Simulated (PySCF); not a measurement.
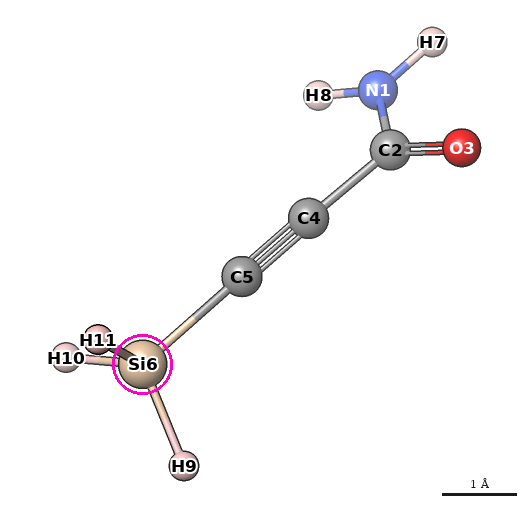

Orthographic view. Atoms fade into the background with distance from the viewer. Computed geometry: PBE0-D3(BJ)/def2-SVP optimisation. No frequency run is at hand to confirm it as a minimum.

Q: Which atoms are bonded to the circled atom?

A: The circled atom is Si6; it is bonded to C5, H9, H10, H11.

Q: Of N1 and C2, which is nearer the viewer?

A: C2; the bond to N1 points away from the viewer, so it looks shorter than its 1.36 Å.

Q: Which atom is nearest the viewer?

A: H11, 2.0 Å in front of the mean position.

Q: What is the shortest path along bonds from the circled atom to C2?

A: Si6–C5–C4–C2, 3 bonds; through space the two are 4.52 Å apart.
